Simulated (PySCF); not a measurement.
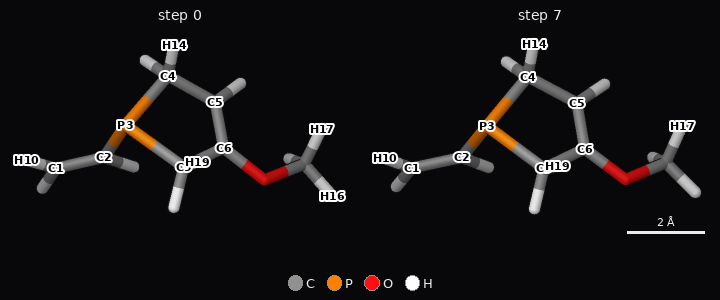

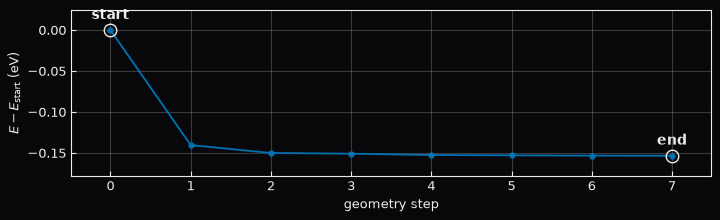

First and last geometry of a relaxation of C₇H₁₁OP, with the history of the run. A stick model, seen face on.

The start comes from GFN2-xTB. Its atoms were then displaced at random by about 0.01 Å.

Theory: PBE0-D3(BJ)/def2-SVP geometry optimisation, gas phase (PySCF 2.14.0, density-fitted response routines). 

Q: What do the curves and the structures tell?

A: It converged. The energy falls by 0.153 eV in 7 geometry steps. The atom that moves furthest after the best rigid fit is an H atom (0.18 Å). Largest moves by element: H 0.18 Å, C 0.14 Å, P 0.07 Å, O 0.04 Å. Near-neighbour distances that change, for instance: C–C 1.463 → 1.499 Å, C–P 1.914 → 1.883 Å, C–C 1.305 → 1.335 Å, C–H 1.077 → 1.106 Å. Bond angles that change, for instance: H–C–H 114.2° → 117.1°, C–P–C 95.2° → 97.9°, P–C–H 106.1° → 108.8°. The run took 2.2 min on 1 thread of Arm Neoverse V2 (shared host).
